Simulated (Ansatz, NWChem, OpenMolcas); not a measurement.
## Computed against measured: atomisation enthalpy at 298 K

6 molecules holding an element from Na to Cl; the atomisation enthalpy at 298 K in kJ/mol, computed less measured. Shapes, held fixed at every level: PBE0-D4/def2-TZVP. Thermal terms are harmonic and unscaled (PBE0-D4/def2-TZVP); the spin-orbit lowering of the free atoms is taken from their spectra. Programs: Ansatz 0.2.0, NWChem 7.3.0, OpenMolcas 26.06. Measured values: Active Thermochemical Tables, NIST-JANAF tables.

Levels: A = BLYP/6-311+G**; B = B3LYP/6-311+G**; C = CCSD(T)/def2-TZVPP; D = CCSD/def2-TZVPP.

```csv
molecule,from tabulated heats,A,B,C,D
BCl2F (dichlorofluoroborane),1537,-62,-64,-49,-84
BCl3 (boron trichloride),1337,-69,-60,-47,-84
SiH2Cl2 (dichlorosilane (DCS)),1449,-118,-95,-50,-71
SF4 (sulfur tetrafluoride),1358,-152,-224,-85,-145
SiF4 (silicon tetrafluoride),2382,-208,-225,-80,-117
C2H5Cl (chloroethane),2756,-68,-42,-67,-102
```

(1) Which level does best on this set, which worst, and which err to one side?

Answers

(1) 
| level | kind | mean error | mean absolute error | worst case |
| --- | --- | --- | --- | --- |
| BLYP/6-311+G** | GGA | -112.8 | 112.8 | SiF4 |
| B3LYP/6-311+G** | global hybrid | -118.3 | 118.3 | SiF4 |
| CCSD(T)/def2-TZVPP | coupled cluster or CI | -63.0 | 63.0 | SF4 |
| CCSD/def2-TZVPP | coupled cluster or CI | -100.5 | 100.5 | SF4 |

On this set CCSD(T)/def2-TZVPP has the smallest mean absolute error and B3LYP/6-311+G** the largest. Without SiF4 the largest would be that of CCSD/def2-TZVPP. BLYP/6-311+G** is too low in 6 of 6; B3LYP/6-311+G** is too low in 6 of 6; CCSD(T)/def2-TZVPP is too low in 6 of 6; CCSD/def2-TZVPP is too low in 6 of 6. The heats of SiH2Cl2 (dichlorosilane (DCS)), SF4 (sulfur tetrafluoride) come from older tables and can be uncertain by 10 kJ/mol or more. Heats of the atoms come from ATcT where it has them, that of boron, 570 kJ/mol, from recent work. The levels differ in basis as well as in method. The tabulated value of BCl2F is in doubt (older tables, estimates, or at odds with other calculations) and kept here. Over the 5 molecules whose values aren't doubted the mean absolute errors are A 123.0; B 129.2; C 65.8; D 103.8. The largest two are near a tie. Correlated wave functions converge slowly with the basis. CCSD also lacks the triples, which bind further. The set is small.

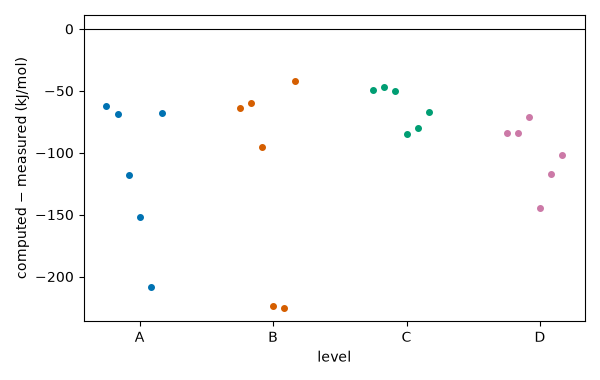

Errors of each level, one point a molecule.
